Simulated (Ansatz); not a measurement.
The starting structures come from a database of crystals and need not be the phases stable at ambient conditions.

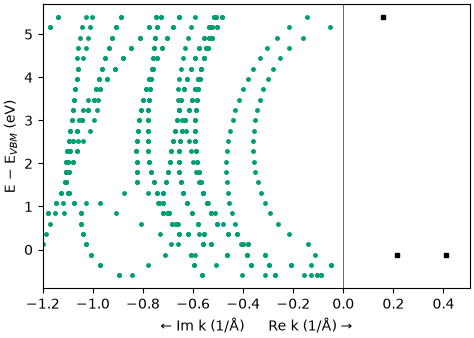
Complex bands at the centre of the two-dimensional zone; Ansatz (a quantum-chemistry and plane-wave program) with r2SCAN

The gap is the functional's own. No spin-orbit coupling. Mid-gap values are interpolated on the energy grid.

Q: This is SrZnCl₄ (I4_1/a, not sure to be the ambient phase, 12 atoms a cell, 25.4 Å³ an atom) along the normal of (101). Read off the slowest decay at the centre of the two-dimensional zone at 2.52 eV, the computed energy nearest the middle of the gap.

A: κ ≈ 0.36 1/Å, a decay length 1/(2κ) of the density of 1.4 Å.
